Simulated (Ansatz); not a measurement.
# Nb3B: what a guessed cell relaxes into

The task: take a trial cell of Nb3B to zero force and stress.

Method: DFT PBE, scalar-relativistic, plane waves, PAW, in Ansatz 0.2.0.

## 1. Starting point

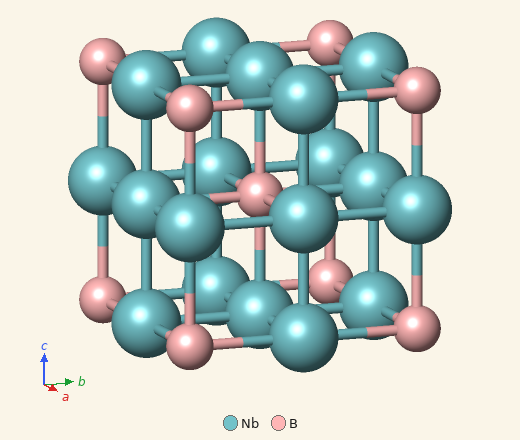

Start, viewed slightly off an axis; niobium teal, boron pink. Atoms on the faces are drawn again on the opposite ones. The cell drawn here is the conventional one.

Coordinates:

```cif
data_structure
_symmetry_space_group_name_H-M 'P 1'
_symmetry_Int_Tables_number 1
_cell_length_a 3.8989
_cell_length_b 3.8989
_cell_length_c 3.8989
_cell_angle_alpha 109.471
_cell_angle_beta 109.471
_cell_angle_gamma 109.471
_cell_volume 45.63
loop_
_atom_site_label
_atom_site_type_symbol
_atom_site_fract_x
_atom_site_fract_y
_atom_site_fract_z
_atom_site_occupancy
Nb1 Nb 0.00000 0.50000 0.50000 1
Nb2 Nb 0.50000 0.00000 0.50000 1
Nb3 Nb 0.50000 0.50000 0.00000 1
B1 B 0.00000 0.00000 0.00000 1
```

Recipe of the guess: random cell by space group and Wyckoff sites (Im-3m, No. 229). Its size is a rough estimate.

## 2. A first look at the guess

Contents of input.yaml:

```yaml
crystal:
  lattice:
    - [-2.25104633, 2.25104633, 2.25104633]
    - [2.25104633, -2.25104633, 2.25104633]
    - [2.25104633, 2.25104633, -2.25104633]
  atoms:
    - { symbol: Nb, position: [0.0, 0.5, 0.5] }
    - { symbol: Nb, position: [0.5, 0.0, 0.5] }
    - { symbol: Nb, position: [0.5, 0.5, 0.0] }
    - { symbol: B, position: [0.0, 0.0, 0.0] }
basis:
  ecutwfc: 420
kpoints:
  mp_grid: { grid: [6, 6, 6] }
hamiltonian:
  xc: pbe
scf:
  occupations: { method: gaussian, width: 0.1 }
  lower_state_search: "off"
output:
  forces: true
  stress: true
  eigenvalues: true
```

Started as:

```sh
> ansatz run input.yaml --threads 1 --pin off --max-ram 2560MiB --backend cpu --events-out ev --progress --plain --runs-dir out
```

The program printed, cut to the lines that bear on the results:

```text
[...]
SCF converged after 6 iterations
Free energy (F): -13802.819541 eV
[...]
E sigma→0 (E₀):  -13802.815836 eV
Entropy (-TS):   -0.007410 eV (-1.852 meV/atom)
Fermi energy:    23.889649 eV
[...]
--- Forces (eV/Å), atoms counted from 1 ---
  atom   1  Nb     0.00000000    -0.00000000     0.00000000
  atom   2  Nb     0.00000000    -0.00000000    -0.00000000
  atom   3  Nb     0.00000000    -0.00000000     0.00000000
  atom   4  B     -0.00000000     0.00000000    -0.00000000
[...]
--- Stress (GPa, compression-positive) ---
      122.965712      -0.000000      -0.000000
        0.000000     122.965712      -0.000000
        0.000000      -0.000000     122.965712
  P = ⅓ Tr σ = 122.9657 GPa (1229.657 kbar)
--- Band table (eV; the first three rows and the last of 16) ---
  k-point 0: bands = ["-31.7143", "-29.9202", "-29.9202", "-9.6364", "-9.6364", "-9.6364", "-6.7518", "-6.7518", "-6.7518", "-4.1065", "-4.1065", "-4.1065", "13.7366", "16.8581", "16.8581", "16.8581", "19.3628", "19.3628", "21.1788", "24.2817", "24.2817", "24.2817", "28.0835", "28.0835", [...]
[...]
```

Wall time 2.3 s (1 thread of Arm Neoverse N1, shared host); peak memory 0.29 GiB.

The probe gives pressure 123.0 GPa, largest force 0.00 eV/Å, gap on this mesh none (metal). A guess like this is first relaxed loosely on the coarse mesh.

## 3. Rough relaxation on the coarse mesh

input.yaml: that of step 2 with these lines changed.

```diff
@@ -23 +23,6 @@
   eigenvalues: true
+relax:
+  adjacent_minimum: "off"
+  f_tol: 0.04
+  max_steps: 70
+  cell: { stress_tol: 0.4 }
```

Started as:

```sh
> ansatz run input.yaml --threads 1 --pin off --max-ram 2560MiB --backend cpu --events-out ev --progress --plain --runs-dir out
```

The program printed:

```text
Warning: RAYON_NUM_THREADS=1 ignored (pool sized by the plan → 1); use --threads N
Engine: ansatz 0.2.0, aarch64-unknown-linux-gnu
Pseudopotentials: kind: paw
Pseudopotential: Nb, paw, valence charge 13, recommended cutoff 420 eV (normal), Nb.paw.azcp
Pseudopotential: B, paw, valence charge 3, recommended cutoff 420 eV (normal), B.paw.azcp
Functional definition: PBE
  parameter kappa = 0.804
  parameter beta = 0.06672455060314922
  exchange = pbe_x(kappa = kappa, mu = beta*pi^2/3)
  correlation = pbe_c(beta = beta)
Crystal: 4 atoms, lattice volume = 45.626 Å³
Basis set: ecut = 420 eV, 935 PW (Γ), exchange–correlation on 54×54×54 points (8 copies of the dense FFT grid, shifted against one another)
Bands: 26, of which v1, the nominal top of the filled ones, is band 21 counted from 1 (20 counted from 0)
Symmetry: 48 space group operations
Space group: Im-3m (ITA 229), of the structure as read, at distance tolerance 3.6e-5 Å
k-points: 16 of 216
Non-local potential: Nb, projectors of the file, l = 0: 3, l = 1: 2, l = 2: 2, l = 3: 1
Non-local potential: B, projectors of the file, l = 0: 2, l = 1: 2, l = 2: 1
PAW form: soft (Blöchl's): semilocal exchange-correlation on the pseudo side does not see the compensation charge
PAW one-centre angular grid: Nb, 590 points (default); XC on 64 Gauss nodes
PAW one-centre angular grid: B, 110 points (default); XC on 64 Gauss nodes
Initial density: superposition of atomic densities (neutral atoms: chi_scale 0, normalization atom), corrected by the library's trained network
Initial wavefunctions: pseudopotential atomic-orbital guess
Functional: x = pbe(κ = 0.804, μ = 0.2195149727645171), c = pbe(β = 0.06672455060314922)
SCF iter   1: F=—  HF=-13802.839514 eV  |F-HF|=—  |Δ(HF+E_count)|=         —  Δρ=1.57e-2  dr2=7.12e-2  ethr=1.77e-3  ⟨swp⟩=5.2  Hψ=1798  notcnv=0
preconditioner: auto → Kerker (q_TF=auto, 2.691 Å⁻¹)  [metal: Δε(μ)=0.070 eV  Ē_g=5.795 eV  σ=0.100 eV  W_gap=0.35  n_scr=12 (ndim 8)  ℏωp=23.3 eV  f_vac=0.000  D(μ)=1.78/eV (n_scr^D=12)]
SCF iter   2: F=—  HF=-13802.824307 eV  |F-HF|=—  |Δ(HF+E_count)|=   1.52e-2  Δρ=8.50e-3  dr2=1.79e-2  ethr=1.69e-4  ⟨swp⟩=1.0  Hψ=544  notcnv=0
preconditioner: auto → none  [insulator: Δε(μ)=0.127 eV  Ē_g=5.802 eV  σ=0.100 eV  W_gap=0.59  n_scr=12 (ndim 8)  ℏωp=23.3 eV  f_vac=0.000  D(μ)=1.56/eV (n_scr^D=12)  ε∞_Penn≈17.2]
SCF iter   3: F=—  HF=-13802.819544 eV  |F-HF|=—  |Δ(HF+E_count)|=   4.76e-3  Δρ=7.22e-4  dr2=1.39e-4  ethr=4.25e-5  ⟨swp⟩=2.7  Hψ=698  notcnv=0
SCF iter   4: F=—  HF=-13802.819537 eV  |F-HF|=—  |Δ(HF+E_count)|=   6.66e-6  Δρ=1.02e-4  dr2=2.21e-6  ethr=3.30e-7  ⟨swp⟩=2.3  Hψ=635  notcnv=0
SCF iter   5: F=—  HF=-13802.819541 eV  |F-HF|=—  |Δ(HF+E_count)|=   3.74e-6  Δρ=1.29e-5  dr2=6.34e-8  ethr=5.26e-9  ⟨swp⟩=2.4  Hψ=655  notcnv=0
SCF iter   6: F=-13802.819541 eV  HF=-13802.819541 eV  |F-HF|=8.46e-10  |Δ(HF+E_count)|=   3.72e-9  Δρ=2.21e-6  dr2=1.60e-9  ethr=1.51e-10  ⟨swp⟩=2.9  Hψ=1385  notcnv=0
SCF 1 converged in 6 iterations: F = -13802.819541 eV  dr2 = 1.60e-9
relax step   1: F+E_penalty+E_count = -13802.81954099 eV  Δ(F+E_penalty+E_count) = +0.000e0 eV  max|allowed force component| = 1.223e-29 eV/Å  Δτ_max = 0.0000 Å  P = +122.966 GPa  Ω = 45.626 Å³  (6 SCF iters, dr2 threshold 1.00e-7 eV, accepted)
Crystal: 4 atoms, lattice volume = 52.629 Å³
Basis set: ecut = 420 eV, 1055 PW (Γ), exchange–correlation on 54×54×54 points (8 copies of the dense FFT grid, shifted against one another)
Initial density: handed on by an earlier stage of this run
Initial wavefunctions: those handed on with the density
iter 1 solved again at ethr=2.94e-4 eV; its pass at ethr=3.10e-3 eV (dr2=1.23e-1 eV) is discarded
SCF iter   1: F=—  HF=-13806.664402 eV  |F-HF|=—  |Δ(HF+E_count)|=         —  Δρ=1.25e-2  dr2=1.23e-1  ethr=2.94e-4  ⟨swp⟩=1.0  Hψ=2214  notcnv=0
preconditioner: auto → Kerker (q_TF=auto, 2.628 Å⁻¹)  [metal: Δε(μ)=0.069 eV  Ē_g=5.108 eV  σ=0.100 eV  W_gap=0.37  n_scr=12 (ndim 8)  ℏωp=21.7 eV  f_vac=0.000  D(μ)=2.60/eV (n_scr^D=18)]
SCF iter   2: F=—  HF=-13806.642500 eV  |F-HF|=—  |Δ(HF+E_count)|=   2.19e-2  Δρ=5.86e-3  dr2=2.15e-2  ethr=2.92e-4  ⟨swp⟩=2.0  Hψ=575  notcnv=0
SCF iter   3: F=—  HF=-13806.637966 eV  |F-HF|=—  |Δ(HF+E_count)|=   4.53e-3  Δρ=1.31e-3  dr2=8.99e-4  ethr=5.12e-5  ⟨swp⟩=2.0  Hψ=538  notcnv=0
SCF iter   4: F=—  HF=-13806.637696 eV  |F-HF|=—  |Δ(HF+E_count)|=   2.70e-4  Δρ=2.68e-4  dr2=2.93e-5  ethr=2.14e-6  ⟨swp⟩=2.3  Hψ=629  notcnv=0
SCF iter   5: F=—  HF=-13806.637711 eV  |F-HF|=—  |Δ(HF+E_count)|=   1.46e-5  Δρ=4.01e-5  dr2=7.88e-7  ethr=6.98e-8  ⟨swp⟩=2.0  Hψ=517  notcnv=0
SCF iter   6: F=-13806.637711 eV  HF=-13806.637711 eV  |F-HF|=4.52e-9  |Δ(HF+E_count)|=   8.02e-8  Δρ=8.80e-6  dr2=2.48e-8  ethr=9.52e-10  ⟨swp⟩=5.1  Hψ=1611  notcnv=0
SCF 2 converged in 6 iterations: F = -13806.637711 eV  dr2 = 2.48e-8
relax step   2: F+E_penalty+E_count = -13806.63771104 eV  Δ(F+E_penalty+E_count) = -3.818e0 eV  max|allowed force component| = 1.016e-29 eV/Å  Δτ_max = 0.0000 Å  P = +58.277 GPa  Ω = 52.629 Å³  energy of the carried Pulay correction = -3.789e-3 eV  (6 SCF iters, dr2 threshold 4.00e-7 eV, accepted)
Crystal: 4 atoms, lattice volume = 60.315 Å³
Basis set: ecut = 420 eV, 1205 PW (Γ), exchange–correlation on 54×54×54 points (8 copies of the dense FFT grid, shifted against one another)
iter 1 solved again at ethr=1.64e-4 eV; its pass at ethr=3.10e-3 eV (dr2=6.90e-2 eV) is discarded
SCF iter   1: F=—  HF=-13808.401406 eV  |F-HF|=—  |Δ(HF+E_count)|=         —  Δρ=9.53e-3  dr2=6.88e-2  ethr=1.64e-4  ⟨swp⟩=1.1  Hψ=2210  notcnv=0
preconditioner: auto → Kerker (q_TF=auto, 2.569 Å⁻¹)  [metal: Δε(μ)=0.092 eV  Ē_g=4.509 eV  σ=0.100 eV  W_gap=0.48  n_scr=18 (ndim 8)  ℏωp=20.3 eV  f_vac=0.000  D(μ)=2.37/eV (n_scr^D=18)]
SCF iter   2: F=—  HF=-13808.392398 eV  |F-HF|=—  |Δ(HF+E_count)|=   9.01e-3  Δρ=5.39e-3  dr2=2.10e-2  ethr=1.64e-4  ⟨swp⟩=1.4  Hψ=428  notcnv=0
SCF iter   3: F=—  HF=-13808.388121 eV  |F-HF|=—  |Δ(HF+E_count)|=   4.28e-3  Δρ=5.14e-4  dr2=1.13e-4  ethr=4.99e-5  ⟨swp⟩=2.0  Hψ=557  notcnv=0
SCF iter   4: F=—  HF=-13808.388143 eV  |F-HF|=—  |Δ(HF+E_count)|=   2.16e-5  Δρ=7.54e-5  dr2=2.79e-6  ethr=2.70e-7  ⟨swp⟩=2.0  Hψ=557  notcnv=0
iter 5 did not close the SCF: its close was put off for the readings that it lacked (scf_convergence_deferred on its scf_iter line)
SCF iter   5: F=-13808.388143 eV  HF=-13808.388143 eV  |F-HF|=7.69e-8  |Δ(HF+E_count)|=   8.99e-9  Δρ=1.89e-5  dr2=2.46e-7  ethr=6.65e-9  ⟨swp⟩=2.5  Hψ=690  notcnv=0
SCF iter   6: F=-13808.388143 eV  HF=-13808.388143 eV  |F-HF|=2.47e-10  |Δ(HF+E_count)|=   1.63e-8  Δρ=4.14e-6  dr2=9.39e-9  ethr=5.86e-10  ⟨swp⟩=2.1  Hψ=1285  notcnv=0
SCF 3 converged in 6 iterations: F = -13808.388143 eV  dr2 = 9.39e-9
relax step   3: F+E_penalty+E_count = -13808.38814287 eV  Δ(F+E_penalty+E_count) = -1.750e0 eV  max|allowed force component| = 1.125e-29 eV/Å  Δτ_max = 0.0000 Å  P = +18.719 GPa  Ω = 60.315 Å³  energy of the carried Pulay correction = -7.376e-3 eV  (6 SCF iters, dr2 threshold 4.00e-7 eV, accepted)
[... 13 lines left out ...]
relax step   4: F+E_penalty+E_count = -13808.69777553 eV  Δ(F+E_penalty+E_count) = -3.096e-1 eV  max|allowed force component| = 5.989e-29 eV/Å  Δτ_max = 0.0000 Å  P = +4.433 GPa  Ω = 64.783 Å³  energy of the carried Pulay correction = -9.235e-3 eV  (6 SCF iters, dr2 threshold 4.00e-7 eV, accepted)
[... 12 lines left out ...]
relax step   5: F+E_penalty+E_count = -13808.72076595 eV  Δ(F+E_penalty+E_count) = -2.299e-2 eV  max|allowed force component| = 1.191e-29 eV/Å  Δτ_max = 0.0000 Å  P = -0.268 GPa  Ω = 66.657 Å³  energy of the carried Pulay correction = -9.973e-3 eV  (6 SCF iters, dr2 threshold 4.00e-7 eV, accepted)
[... 12 lines left out ...]
relax step   6: F+E_penalty+E_count = -13808.76113485 eV  Δ(F+E_penalty+E_count) = -4.037e-2 eV  max|allowed force component| = 1.910e-29 eV/Å  Δτ_max = 0.0000 Å  P = +0.562 GPa  Ω = 66.657 Å³  stress off target by 5.62e-1 GPa  SCF on the basis re-selected at this cell (its energy is not comparable with the rows above)  (6 SCF iters)
[... 14 lines left out ...]
relax step   7: F+E_penalty+E_count = -13808.76149733 eV  Δ(F+E_penalty+E_count) = -3.625e-4 eV  max|allowed force component| = 8.017e-29 eV/Å  Δτ_max = 0.0000 Å  P = +0.032 GPa  Ω = 66.897 Å³  energy of the carried Pulay correction = -8.147e-5 eV  (6 SCF iters, dr2 threshold 4.00e-7 eV, accepted)
iter 1 solved again at ethr=4.82e-9 eV; its pass at ethr=3.10e-3 eV (dr2=2.03e-6 eV) is discarded
SCF iter   1: F=—  HF=-13808.761556 eV  |F-HF|=—  |Δ(HF+E_count)|=         —  Δρ=2.55e-5  dr2=1.08e-8  ethr=4.82e-9  ⟨swp⟩=3.6  Hψ=2945  notcnv=0
preconditioner: auto → Kerker (q_TF=auto, 2.525 Å⁻¹)  [metal: Δε(μ)=0.032 eV  Ē_g=4.090 eV  σ=0.100 eV  W_gap=0.18  n_scr=18 (ndim 8)  ℏωp=19.3 eV  f_vac=0.000  D(μ)=3.47/eV (n_scr^D=42)]
SCF iter   2: F=—  HF=-13808.761558 eV  |F-HF|=—  |Δ(HF+E_count)|=   2.37e-6  Δρ=1.29e-5  dr2=2.72e-9  ethr=2.57e-11  ⟨swp⟩=1.4  Hψ=466  notcnv=0
iter 3 did not close the SCF: its close was put off for the readings that it lacked (scf_convergence_deferred on its scf_iter line)
SCF iter   3: F=-13808.761558 eV  HF=-13808.761558 eV  |F-HF|=7.46e-11  |Δ(HF+E_count)|=   3.27e-7  Δρ=2.30e-7  dr2=2.47e-12  ethr=6.49e-12  ⟨swp⟩=1.1  Hψ=426  notcnv=0
iter 4 did not close the SCF: its close was put off for the readings that it lacked (scf_convergence_deferred on its scf_iter line)
SCF iter   4: F=-13808.761558 eV  HF=-13808.761558 eV  |F-HF|=7.28e-12  |Δ(HF+E_count)|=  6.91e-11  Δρ=3.03e-8  dr2=1.66e-13  ethr=1.00e-12  ⟨swp⟩=1.0  Hψ=416  notcnv=0
iter 5 did not close the SCF: its close was put off for the readings that it lacked (scf_convergence_deferred on its scf_iter line)
SCF iter   5: F=-13808.761558 eV  HF=-13808.761558 eV  |F-HF|=3.64e-12  |Δ(HF+E_count)|=  3.64e-12  Δρ=9.79e-9  dr2=1.87e-14  ethr=1.00e-12  ⟨swp⟩=1.0  Hψ=416  notcnv=0
iter 6 did not close the SCF: its close was put off for the readings that it lacked (scf_convergence_deferred on its scf_iter line)
SCF iter   6: F=-13808.761558 eV  HF=-13808.761558 eV  |F-HF|=0.00e0  |Δ(HF+E_count)|=  1.82e-12  Δρ=1.46e-9  dr2=1.09e-15  ethr=1.00e-12  ⟨swp⟩=1.0  Hψ=416  notcnv=0
SCF iter   7: F=-13808.761558 eV  HF=-13808.761558 eV  |F-HF|=0.00e0  |Δ(HF+E_count)|=  1.82e-12  Δρ=2.08e-10  dr2=2.32e-17  ethr=1.00e-12  ⟨swp⟩=1.0  Hψ=896  notcnv=0
SCF 8 converged in 7 iterations: F = -13808.761558 eV  dr2 = 2.32e-17
relax step   8: F+E_penalty+E_count = -13808.76155833 eV  Δ(F+E_penalty+E_count) = -6.100e-5 eV  max|allowed force component| = 9.857e-29 eV/Å  Δτ_max = 0.0000 Å  P = +0.032 GPa  Ω = 66.897 Å³  stress off target by 3.15e-2 GPa  SCF on the basis re-selected at this cell (its energy is not comparable with the rows above)  (7 SCF iters)
basis re-selected at this cell: Δ(F+E_penalty+E_count) = -6.100e-5 eV, ΔP = -0.000 GPa vs the last step (what re-selecting the basis moved, of the pressure what is left beyond the Pulay correction that the steps carried, after the strain that the cell walked since its last selection, with what the two solves' SCF thresholds leave and, on support functions, any second-order correction that the steps lacked; it is no measure of the basis error at this ecutwfc). This SCF's stress stands 3.15e-2 GPa from its target on what of the cell is left free (relax.cell.stress_tol is 4.00e-1 GPa) and its largest allowed force component is 9.86e-29 eV/Å (relax.f_tol is 4.00e-2 eV/Å): within both
SCF converged after 7 iterations
Free energy (F): -13808.761558 eV
Harris-Foulkes:  -13808.761558 eV  (|F-HF|=0.00e0)
Internal energy: -13808.744230 eV  (E = F + TS)
E sigma→0 (E₀):  -13808.752894 eV
Entropy (-TS):   -0.017329 eV (-4.332 meV/atom)
Fermi energy:    15.553841 eV
--- Per-component energies (eV) ---
  E_band       = -280.500882
  E_kinetic    = 1230.885784
  E_local      = -2563.460030  (includes V_loc(G=0)·N_el)
  E_nonlocal   = 378.362071
  E_hartree    = 837.940291
  E_xc         = -556.393878
  E_vxc        = -674.059585  (∫ρ·V_xc dr)
  E_paw        = -9300.726122  (= ΣΔE_a)
  E_vpaw       = -328.109723  (= ΣTr[D̂ρ^β])
  E_aug_tail   = 0.000020  (compensation charges beyond the density's cutoff)
  E_ewald      = -3835.352365
  E_smearing   = -0.017329  (= −TS)
  E_closure    = 0.000000  (closes the sum)
  Σ components = -13808.761558   (vs F -13808.761558, Δ=0.00e0)
--- Forces (eV/Å), atoms counted from 1 ---
  atom   1  Nb     0.00000000     0.00000000     0.00000000
  atom   2  Nb    -0.00000000     0.00000000     0.00000000
  atom   3  Nb    -0.00000000     0.00000000    -0.00000000
  atom   4  B      0.00000000    -0.00000000     0.00000000
  max |Σ_I F_I| component: 2.60e-28 eV/Å
--- Stress (GPa, compression-positive) ---
        0.031526       0.000000       0.000000
        0.000000       0.031526       0.000000
        0.000000       0.000000       0.031526
  P = ⅓ Tr σ = 0.0315 GPa (0.315 kbar)
--- Band table (eV; the first three rows and the last of 16) ---
  k-point 0: bands = ["-39.4838", "-38.9557", "-38.9557", "-16.4151", "-16.4151", "-16.4151", "-15.2457", "-15.2457", "-15.2457", "-14.1865", "-14.1865", "-14.1865", "7.2537", "11.3818", "11.3818", "11.3818", "12.4808", "12.4808", "12.5672", "15.9123", "15.9123", "15.9123", "18.3630", "18.3630", "18.3630", "18.4777"]
  k-point 1: bands = ["-39.4528", "-38.9879", "-38.9576", "-16.4187", "-16.2859", "-16.2789", "-15.2661", "-15.2427", "-15.2349", "-14.3538", "-14.3449", "-14.1911", "7.5778", "11.4704", "11.5878", "11.7370", "12.5432", "12.8626", "12.8715", "14.8768", "15.5260", "15.9168", "17.8314", "18.0038", "18.4141", "18.7982"]
  k-point 2: bands = ["-39.3723", "-39.0708", "-38.9612", "-16.4260", "-15.9265", "-15.9031", "-15.3089", "-15.2365", "-15.2200", "-14.7857", "-14.7576", "-14.2002", "8.3848", "11.5538", "11.6526", "12.6842", "12.7629", "13.2592", "13.9849", "14.4586", "15.3757", "16.0367", "16.2166", "17.2439", "17.6138", "18.0507"]
  k-point 15: bands = ["-39.2981", "-39.2981", "-38.7971", "-16.4916", "-16.4916", "-16.4916", "-15.1791", "-15.1791", "-15.1791", "-14.1995", "-14.1995", "-14.1995", "8.3381", "12.6818", "12.7588", "12.7588", "13.1202", "13.1202", "13.1202", "14.0217", "14.0217", "14.0217", "17.5019", "17.5019", "17.5019", "18.1595"]
--- Relaxed structure (6 steps of the walk, 6 accepted, 2 SCFs on fresh bases) ---
  F+E_penalty+E_count = -13808.76155833 eV   max|allowed force component| = 9.857e-29 eV/Å   (the final SCF, on the basis selected at the relaxed cell)
  cell:  # Å, volume = 66.8969 Å³
    - [-2.557302443629497, 2.557302443629497, 2.557302443629497]
    - [2.557302443629497, -2.557302443629497, 2.557302443629497]
    - [2.557302443629497, 2.557302443629497, -2.557302443629497]
  atoms:
    - { symbol: Nb, position: [-1.1124262121522289e-35, 0.5000000000000001, 0.5000000000000001] }
    - { symbol: Nb, position: [0.5000000000000001, -1.425206373362751e-35, 0.5000000000000001] }
    - { symbol: Nb, position: [0.5000000000000001, 0.5000000000000001, 9.621214713096477e-35] }
    - { symbol: B, position: [-1.093136767084517e-36, 2.154941588592079e-35, 2.2308345233750258e-35] }
```

It took 22 s on 1 thread of Arm Neoverse N1, shared host; peak memory 0.33 GiB.

Relaxation path:

| step | E - E(step 1) (eV/cell) | largest force component (eV/Å) | pressure (GPa) | volume (Å³) |
| --- | --- | --- | --- | --- |
| 1 | 0.0000 | 0.0000 | 122.97 | 45.63 |
| 2 | -3.8182 | 0.0000 | 58.28 | 52.63 |
| 3 | -5.5686 | 0.0000 | 18.72 | 60.32 |
| 4 | -5.8782 | 0.0000 | 4.43 | 64.78 |
| 5 | -5.9012 | 0.0000 | -0.27 | 66.66 |
| 6 | -5.9416 | 0.0000 | 0.56 | 66.66 |
| 7 | -5.9420 | 0.0000 | 0.03 | 66.90 |
| 8 | -5.9420 | 0.0000 | 0.03 | 66.90 |

Step 1 is the start. Steps 6, 8 each repeat the geometry before them on a plane-wave basis chosen anew, so the energy can jump there without any move.

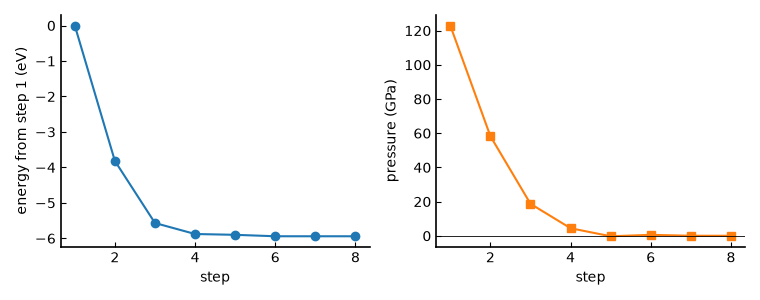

Energy and pressure along the relaxation.

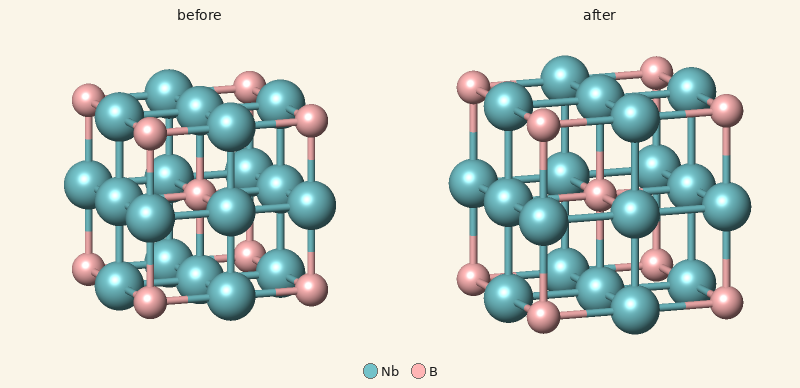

The structure before (left) and after (right) the relaxation, drawn at the same scale.

Lengths and angles in the start's conventional setting:

|  | before | after | change |
| --- | --- | --- | --- |
| a (Å) | 4.502 | 5.115 | +13.6 % |
| b (Å) | 4.502 | 5.115 | +13.6 % |
| c (Å) | 4.502 | 5.115 | +13.6 % |
| volume (Å³/atom) | 11.41 | 16.72 | +46.6 % |
| shortest distance (Å) | 2.251 | 2.557 | +13.6 % |
| space group (0.01 Å) | Im-3m | Im-3m | same |

The run keeps the 48 symmetry operations of the start, so it could not have lowered the symmetry.

(Part 1 of 2 ends here.)
